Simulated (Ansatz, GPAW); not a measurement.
# Ballistic transport through CO in line between two In chains, cheap and dear, part 2 of 2

Wanted: the zero-bias transmission of CO in line between two In chains on a ladder of levels, with run times.

GPAW 26.7.0 and Ansatz 0.2.0; GPAW LCAO, PAW setups; Landauer transmission from Green's functions with principal layers (ASE), zero bias.

So far, transmission at the Fermi level (one spin): step 3 (double-zeta polarised basis, PBE, GPAW) 1.67; step 4 (basis szp(dzp), PBE, GPAW) 1.63; step 5 (basis sz(dzp), PBE, GPAW) 1.59; step 6 (LDA) 1.67.

### Step 8. The levels side by side

The curves are compared point by point over the common energies.

This step: comparison of transmission and cost over codes and levels (GPAW 26.7.0).

Ladder, by row:

```
   step  code  T at the Fermi level (sum over the listed spins)  conductance (G0)  r.m.s. T(E) from the first  wall time (s)  peak memory (GiB)  threads
    dzp  GPAW                                             1.668              1.67                           0           98.6               1.57        2
    szp  GPAW                                             1.629             1.631                     0.05274          75.25               1.53        2
     sz  GPAW                                             1.592             1.595                     0.04377          56.62                1.4        2
dzp-LDA  GPAW                                             1.665             1.667                     0.03146          74.02                1.6        2
```

Transmission, zone mean, sum over the listed spins against energy, zero at the Fermi level:

```
energy (eV)     dzp      szp      sz  dzp-LDA
     -2.000   0.153   1.3e-7   0.111   8.3e-8
     -1.500  1.9e-9  7.5e-10  9.3e-9  8.6e-10
     -1.000  0.0205   0.0155  0.0187   0.0187
     -0.500  0.0410   0.0369  0.0396   0.0391
     -0.100    1.74     1.75    1.74     1.74
      0.000    1.67     1.63    1.59     1.67
      0.500    1.32     1.22    1.30     1.32
      1.000    1.22     1.17    1.25     1.24
      1.500    1.16     1.16    1.22     1.20
      2.000    1.06     1.11    1.14     1.10
```

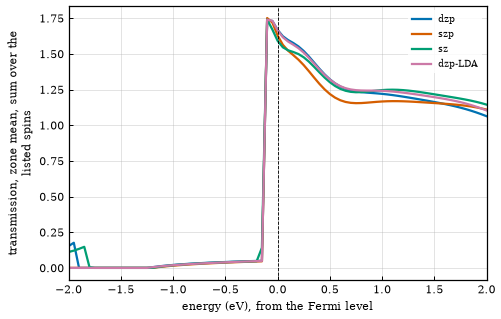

Transmission, zone mean, sum over the listed spins, plotted against energy.

### Step 9. Grid spacing 0.3

The real-space grid carries density and potential; a coarse one breaks translation symmetry along the lead and scatters electrons that should pass.

This step: GPAW LCAO, PAW setups; Landauer transmission from Green's functions with principal layers (ASE), zero bias (GPAW 26.7.0).

run.py

```python
import json
import numpy as np
from ase import Atoms
from ase.transport.calculators import TransportCalculator
from gpaw import GPAW, FermiDirac
from gpaw.lcao.tools import get_lcao_hamiltonian
from scipy.linalg import eigh

# The junction with lead layers at both ends, along the third cell vector
device = Atoms(
    ['In', 'In', 'In', 'In', 'In', 'C', 'O', 'In', 'In', 'In', 'In', 'In'],
    positions=[
        [4.50000, 4.50000, 1.47500],
        [4.50000, 4.50000, 4.42500],
        [4.50000, 4.50000, 7.37500],
        [4.50000, 4.50000, 10.32500],
        [4.50000, 4.50000, 13.27500],
        [4.50000, 4.50000, 15.32070],
        [4.50000, 4.50000, 16.48070],
        [4.50000, 4.50000, 18.41630],
        [4.50000, 4.50000, 21.36630],
        [4.50000, 4.50000, 24.31630],
        [4.50000, 4.50000, 27.26630],
        [4.50000, 4.50000, 30.21630]],
    cell=[[9.0, 0.0, 0.0], [0.0, 9.0, 0.0], [0.0, 0.0, 31.6913]],
    pbc=True)

# One principal layer of the lead: the first 3 atoms of the device
lead = Atoms(
    ['In', 'In', 'In'],
    positions=[
        [4.50000, 4.50000, 1.47500],
        [4.50000, 4.50000, 4.42500],
        [4.50000, 4.50000, 7.37500]],
    cell=[[9.0, 0.0, 0.0], [0.0, 9.0, 0.0], [0.0, 0.0, 8.85]],
    pbc=True)

settings = dict(mode='lcao', basis='dzp', xc='PBE', h=0.3,
                occupations=FermiDirac(0.1), maxiter=250,
                mixer=dict(beta=0.1, nmaxold=8, weight=100.0),
                convergence=dict(density=0.0001))
energies = np.arange(-2, 2 + 1e-9, 0.05)
eta = 0.0001
n1, n2 = 1, 1
# k and -k transmit alike, so half of the mesh across the current serves
mesh = [(i, j) for i in range(n1) for j in range(n2) if (i, j) <= (-i % n1, -j % n2)]
weights = np.array([1 if (i, j) == (-i % n1, -j % n2) else 2 for i, j in mesh]) / (n1 * n2)

# [... helper functions left out ...]
fermi_lead = ground_state(lead, (1, 1, 13), 'lead.txt')
fermi_device = ground_state(device, (1, 1, 3), 'device.txt')
# [... loop over the mesh left out, but for ...]
        # Shift the lead onto the potential of the device's first layer
        shift = ((H[:, 0, 0] - H0[:, 0, 0]) / S0[0, 0]).real.mean()
# [...]
kT = 8.617333e-5 * 77
bias = [0.1, 0.2, 0.5, 1.0, 1.5, 2.0]
# [... integrals and printing left out ...]
```

The run is started by

```
> OMP_NUM_THREADS=1 OPENBLAS_NUM_THREADS=2 python run.py
```

Log:

```text
basis functions: device 256, principal layer 69
Fermi level: lead -2.2019 eV, device -2.2108 eV; lead shifted by 0.0295 eV
largest coupling past the next layer 1.88e-06 eV, largest misfit of the first layer 0.092 eV
  E-E_F (eV)   T (one spin)  [channel counts left out]
    -2.000    1.4609e-01
    -1.950    1.6837e-01
    -1.900    1.6812e-07
    -1.850    7.0432e-08
    -1.800    9.0519e-08
    -1.750    1.0696e-06
    -1.700    1.0416e-07
    -1.650    1.4169e-08
    -1.600    4.9040e-09
    -1.550    2.5079e-09
    -1.500    1.6429e-09
    -1.450    1.3095e-09
    -1.400    1.2589e-09
    -1.350    1.5103e-09
    -1.300    2.5959e-09
    -1.250    1.6381e-08
[...]
1.650    1.1543e+00
     1.700    1.1459e+00
     1.750    1.1367e+00
     1.800    1.1267e+00
     1.850    1.1156e+00
     1.900    1.1038e+00
     1.950    1.0907e+00
     2.000    1.0769e+00
conductance at 77 K: 1.6651 G0 a cell; thermopower 1.028 uV/K
current from the zero-bias T(E) at 0.1 V: 12.913 uA
current from the zero-bias T(E) at 0.2 V: 25.547 uA
current from the zero-bias T(E) at 0.5 V: 46.043 uA
current from the zero-bias T(E) at 1.0 V: 74.352 uA
current from the zero-bias T(E) at 1.5 V: 99.744 uA
current from the zero-bias T(E) at 2.0 V: 124.19 uA
```

The job ended after 30 s (2 threads of Arm Neoverse V1, shared host; peak memory 0.44 GiB).

The run finished with changed settings (h = 0.3); it serves as a test.

The two runs compared:

```
                                           quantity  this run  sound run  difference
                                   conductance (G₀)    1.6651     1.6699    -0.00474
largest coupling past the next principal layer (eV)  1.883e-6   1.883e-6     2.1e-10
   largest misfit of the first principal layer (eV)  0.091562   0.089784     0.00178
                    shift that aligns the lead (eV)  0.029491   0.032640    -0.00315
         transmission at the Fermi level (one spin)    1.6642     1.6684    -0.00416
```

### Step 10. Functional PBEsol, SCF mesh 1×1×6

The functional moves levels against the Fermi level. The SCF mesh sets the Fermi level of the repeated cell.

run.py: that of step 9 with these lines changed.

```diff
@@ -37,3 +37,3 @@
 
-settings = dict(mode='lcao', basis='dzp', xc='PBE', h=0.3,
+settings = dict(mode='lcao', basis='dzp', xc='PBEsol', h=0.18,
                 occupations=FermiDirac(0.1), maxiter=250,
@@ -50,3 +50,3 @@
 fermi_lead = ground_state(lead, (1, 1, 13), 'lead.txt')
-fermi_device = ground_state(device, (1, 1, 3), 'device.txt')
+fermi_device = ground_state(device, (1, 1, 6), 'device.txt')
 # [... loop over the mesh left out, but for ...]
```

Log:

```text
FileNotFoundError: Could not find required PAW dataset file "In.PBEsol".
```

Wall time 0.79 s (2 threads); peak memory 0.1 GiB.

The input was rejected at the start.

The program's message: “FileNotFoundError: Could not find required PAW dataset file "In.PBEsol".”

### Step 11. Results

```yaml
conductance: 1.67 G₀
transmission_at_the_fermi_level_mean_of_the_spins: 1.67
thermopower: about 0 (under 1.5 μV/K)
```

What this shows: In the dzp basis the junction conducts 1.67 G₀ at 77 K, with T = 1.67 a spin at the Fermi level; the sz basis reaches that conductance within 10 %. At the Fermi level the three most open eigenchannels pass 0.81, 0.81 and 0.053. Measured against the first run (dzp), the nearest curve is that of dzp-LDA (r.m.s. 0.031) and the farthest that of szp (0.053). Over the compared runs wall time goes from 57 s (sz) to 99 s (dzp), on a shared host. The geometry was built from estimated bond lengths and not relaxed, so the numbers describe this model structure. Spin-orbit coupling is left out, which matters for the heavy atoms here. An evenly spaced straight chain is an idealisation: free chains tend to dimerise, zigzag or, where a band edge lies near the Fermi level, turn magnetic. The currents use the zero-bias T(E) throughout, which holds only while the bias is small against the distance to the nearest feature. The energy step is wider than the thermal energy, so the conductance and thermopower rest on interpolation of T(E).

[Logs are printed without paths, hosts, clocks, repeated set-up lines and the standing remarks that a program may print on its own settings, such as how far it seeks lower states.]

[Hosts, paths, dates, database ids (printed as entryN), source tags and the programs' standing remarks are cut or masked in the printed files.]
